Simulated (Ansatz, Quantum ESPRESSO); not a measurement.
# Cl on fcc sites of Al(111): the work function of the upper face at a withheld member of a series

**Set-up.** Quantum ESPRESSO 7.5, PBE, GBRV ultrasoft. Slabs of 3 layers, covered on the upper face; adsorbates and the top layer relax in a periodic cell, the rest is held (the clean slab relaxes both outer layers); a run under open boundaries (ESM, bc1) gives both vacuum levels. Cells of one to 9 surface sites carry the coverages, on meshes of like density; cold smearing of 0.02 Ry. The slabs take the lattice constants of the bulk relaxed by the same program. The series steps the coverage.

| coverage | work function of the upper face (eV) |
| --- | --- |
| 0 ML | 3.789 |
| 0.1111 ML | 4.264 |
| 0.1667 ML | 4.401 |
| 0.25 ML | 4.441 |
| 0.3333 ML | 4.610 |
| 0.5 ML | 4.456 |
| 0.6667 ML | 4.413 |
| 0.75 ML | 4.376 |

To predict: What is the work function of the upper face at 1 ML?

By hand: The rows at 0.6667 ML and 0.75 ML give a slope of (4.376 − (4.413))/(0.75 − (0.6667)) = −0.4442, so a straight line gives 4.265 eV. A parabola through these and the row at 0.5 ML gives 4.203 eV.

**The withheld run.** 4.126 eV. The line misses by +0.139 and the parabola by +0.077 eV.

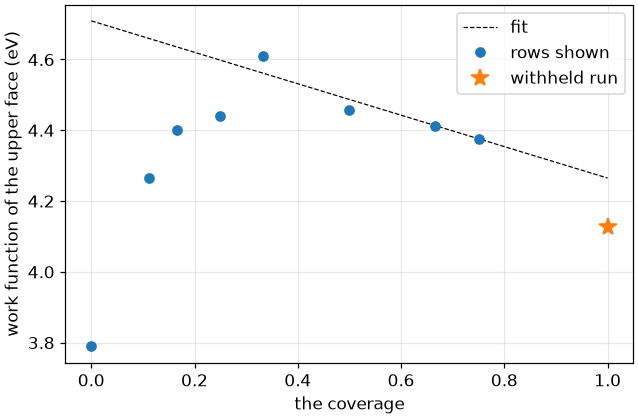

The rows shown, the fit and the withheld run.

**Limits.** Thin slabs, one site and one ordered pattern a coverage; no reconstruction or subsurface sites; meshes differ a little between cells.
